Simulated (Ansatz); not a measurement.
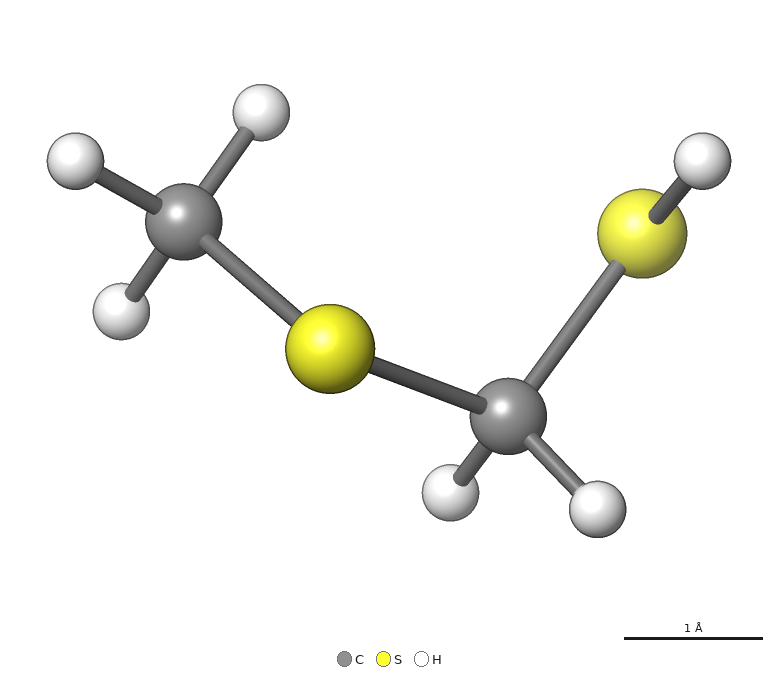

Every bond is drawn as one stick, whatever its order.

Computed geometry: PBE0-D4/def2-TZVP optimisation.

Identify the structure.

The molecule is C₂H₆S₂. As SMILES it reads `CSCS`. It has no ring. Among its groups: thiol, thioether. This geometry has C1 symmetry. Coordination: 2 C tetrahedral; 2 S bent.

The parts below concern this one geometry. Atoms keep their numbers from picture to picture.

**Dipole moment**

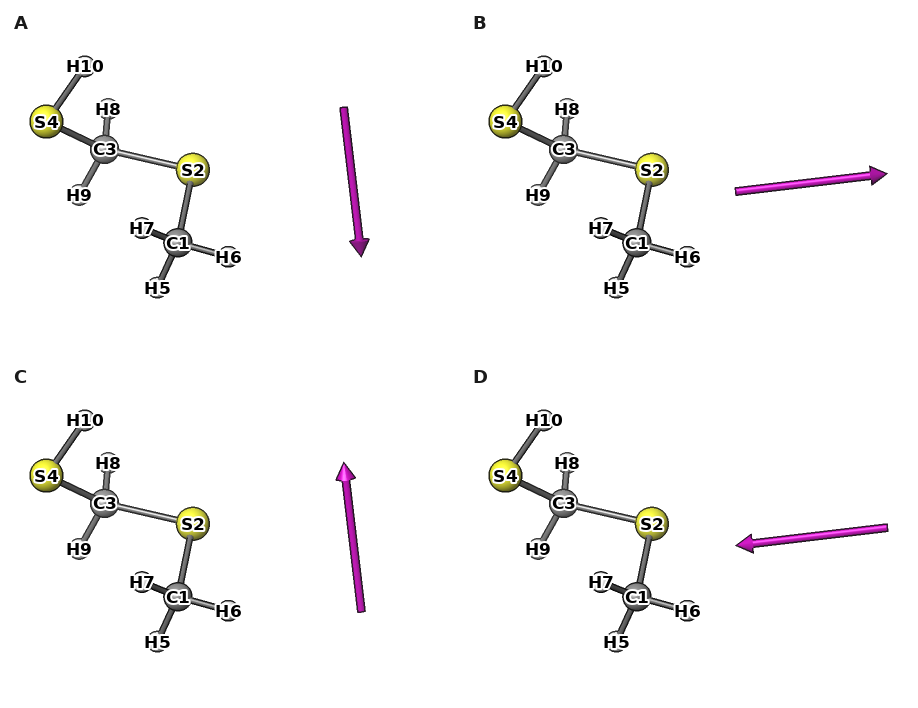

The same molecule four times, each with an arrow. Properties computed with RKS r2SCAN-D4/def2-TZVPP (Ansatz 0.2.0).

Which arrow points along the dipole moment, from the negative to the positive end?

A. The dipole moment is 0.64 D; it points from the side of H10 to the side of H5 (the outermost atoms at the two ends).

**Thermal motion**

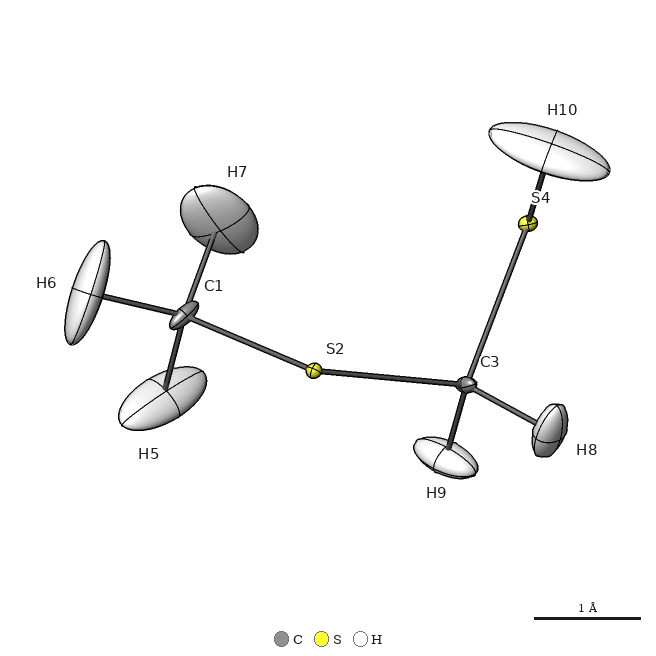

Displacement ellipsoids at the 50 % level, from the internal vibrations of the free molecule (harmonic, no overall translation or rotation; no half-axis is drawn under 0.075 Å). Vibrations computed with RKS PBE0-D4/def2-TZVP (Ansatz 0.2.0). Temperature: 298 K.

Which atom has the largest mean-square displacement?

H10, with U_eq = 0.0611 Å².

Does H10 move more along its bond or across it?

Across it: the root-mean-square amplitude is 0.083 Å along the bond and up to 0.387 Å across, since bending and torsion are softer than stretching.

Give the displacement parameters, one line for each set of equivalent atoms.

```json
{"atom": "C1", "U_eq (Å²)": "0.0059", "rms amplitudes (Å)": "0.035, 0.052, 0.118"}
{"atom": "S2", "U_eq (Å²)": "0.0012", "rms amplitudes (Å)": "0.022, 0.029, 0.048"}
{"atom": "C3", "U_eq (Å²)": "0.0039", "rms amplitudes (Å)": "0.040, 0.051, 0.087"}
{"atom": "S4", "U_eq (Å²)": "0.0016", "rms amplitudes (Å)": "0.017, 0.031, 0.059"}
{"atom": "H5", "U_eq (Å²)": "0.0521", "rms amplitudes (Å)": "0.086, 0.153, 0.354"}
{"atom": "H6", "U_eq (Å²)": "0.0473", "rms amplitudes (Å)": "0.098, 0.147, 0.332"}
{"atom": "H7", "U_eq (Å²)": "0.0520", "rms amplitudes (Å)": "0.095, 0.207, 0.323"}
{"atom": "H8", "U_eq (Å²)": "0.0238", "rms amplitudes (Å)": "0.091, 0.121, 0.220"}
{"atom": "H9", "U_eq (Å²)": "0.0251", "rms amplitudes (Å)": "0.090, 0.122, 0.229"}
{"atom": "H10", "U_eq (Å²)": "0.0611", "rms amplitudes (Å)": "0.081, 0.165, 0.387"}
```

**Charges**

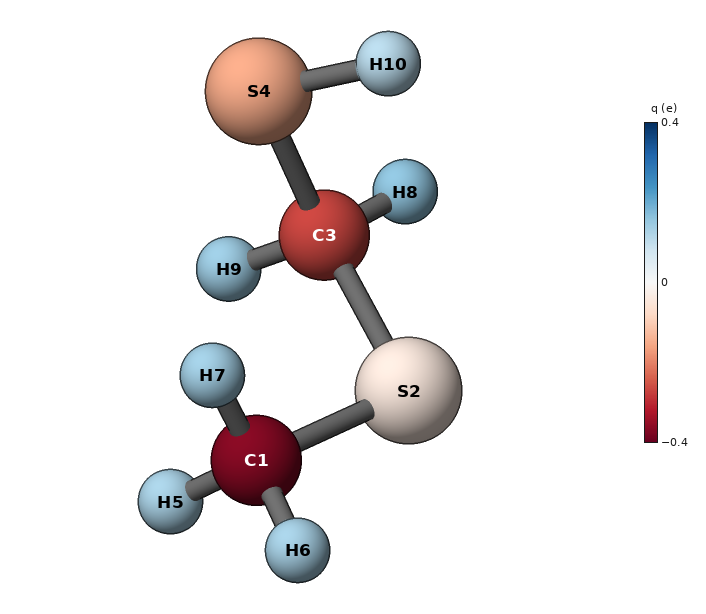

Atoms are coloured by their Mulliken charges. Method: RKS ωB97M-V/def2-TZVPP (Ansatz 0.2.0).

List the Mulliken charges.

```tsv
atom	value (e)
C1	−0.36
S2	−0.04
C3	−0.27
S4	−0.15
H5	0.13
H6	0.13
H7	0.14
H8	0.16
H9	0.15
H10	0.11
```

Mulliken values depend strongly on the basis set and can even reverse the polarity of a bond.
